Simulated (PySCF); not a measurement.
**C3H9Tl, SMILES `C[Tl](C)C`: what the electrons do**

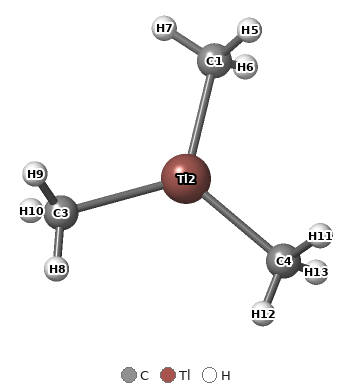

The molecule, with its atoms numbered as below. No frequency check shows the geometry to be a minimum.

Cartesian coordinates (Å):

```
C1       0.4993    2.2785    0.0005
Tl2     -0.0024   -0.0034   -0.0002
C3      -2.2324   -0.7049    0.0005
C4       1.7487   -1.5511    0.0006
H5       1.0862    2.5260    0.8798
H6       1.0862    2.5259   -0.8799
H7      -0.4003    2.8838    0.0030
H8      -2.3092   -1.7863    0.0014
H9      -2.7374   -0.3179    0.8802
H10     -2.7374   -0.3179   -0.8804
H11      2.3673   -1.4015    0.8802
H12      1.3825   -2.5716    0.0019
H13      2.3674   -1.4016   -0.8801
```

## 1. Bonding charge

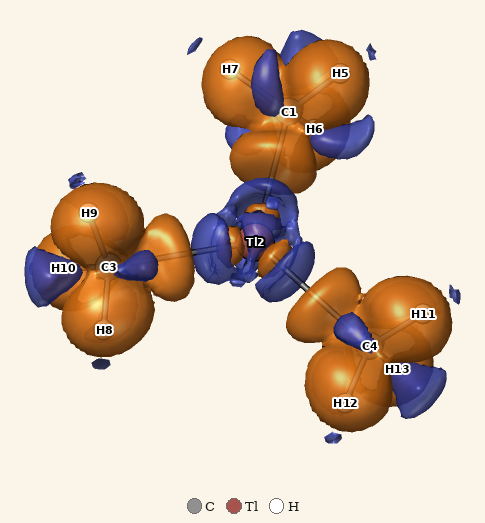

Deformation density (molecule less spherical, spin-averaged free atoms at the same positions), surfaces at ±0.04 e/Å³; orange: gain, blue: loss.

Method: B3LYP/def2-SVPD; geometry: GFN2-xTB; program: PySCF. Core potentials replace the inner electrons of Tl; spin–orbit coupling isn't included.

**Describe the bonding that the map shows.**

C3–H8: +0.67 e/Å³ at the bond critical point (bond length 1.08 Å). C4–H12: +0.67 e/Å³ at the bond critical point (bond length 1.08 Å). C1–H7: +0.67 e/Å³ at the bond critical point (bond length 1.08 Å). C4–H11 and C4–H13: +0.65 e/Å³ at the bond critical point (bond length 1.09 Å). C3–H9 and C3–H10: +0.65 e/Å³ at the bond critical point (bond length 1.09 Å). C1–H5 and C1–H6: +0.65 e/Å³ at the bond critical point (bond length 1.09 Å). C1–Tl2: +0.09 e/Å³ at the bond critical point (bond length 2.34 Å). Tl2–C4: +0.09 e/Å³ at the bond critical point (bond length 2.34 Å). Tl2–C3: +0.09 e/Å³ at the bond critical point (bond length 2.34 Å). In all, 2.5 electrons gather in the regions of gain relative to the promolecule. A small or negative value marks a very polar bond, one between electron-rich atoms, whose free-atom densities already overlap strongly, a long bond to a heavier atom, or a closed-shell contact such as a hydrogen bond.

## 2. Electrostatic potential

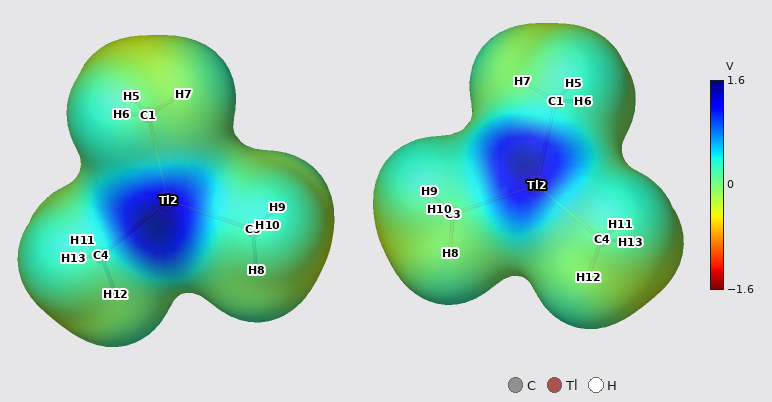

Electrostatic potential on the surface of electron density 0.001 a.u. (back view left, front view right).

**Where are the extremes of the potential on the surface?**

Highest: 1.57 V, over Tl2, off the plane of its three bonds (2.1 Å), and at like points elsewhere. Further maxima include 0.34 V, 1.4 Å from H10, and at like points elsewhere; 0.33 V, 1.4 Å from H6. Lowest: −0.36 V, near H7 (1.91 Å), H6 (1.97 Å), H5 (2.04 Å) and C1 (2.06 Å). Further minima include −0.05 V, 1.7 Å from H12. The surface is sampled at points, so like sites can differ by a few per cent and only the strongest of them is named.

**What volume does the surface enclose, and what is the dipole moment?**

About 141 Å³; the dipole moment is 0.0 D.

## 3. In an electric field

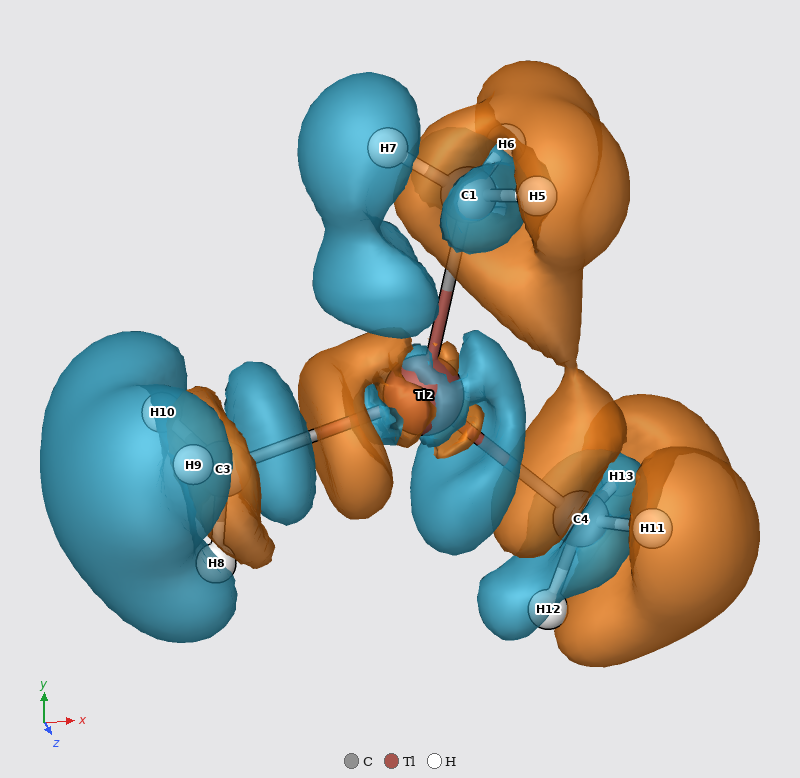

Change of the electron density in a uniform field of 0.21 V/Å, surfaces at ±0.001 e/Å³ (light blue: gain, orange: loss).

PySCF calculation, B3LYP/def2-SVPD, gas phase; geometry: GFN2-xTB. Core potentials replace the inner electrons of Tl; spin–orbit coupling isn't included.

**Along which Cartesian direction does the field point?**

Along +x: electrons gather on the −x side, against the field.

**How large is the response?**

The induced dipole is 1.11 D (along the field); α along this axis, from the fields in both directions, is 109 bohr³ (16.2 Å³).

**Which atoms gain and lose the most charge?**

Electrons gather most on C3 (Hirshfeld charge changes by −0.012 e) and leave C4 most (+0.010 e); 0.079 electrons are displaced in all.
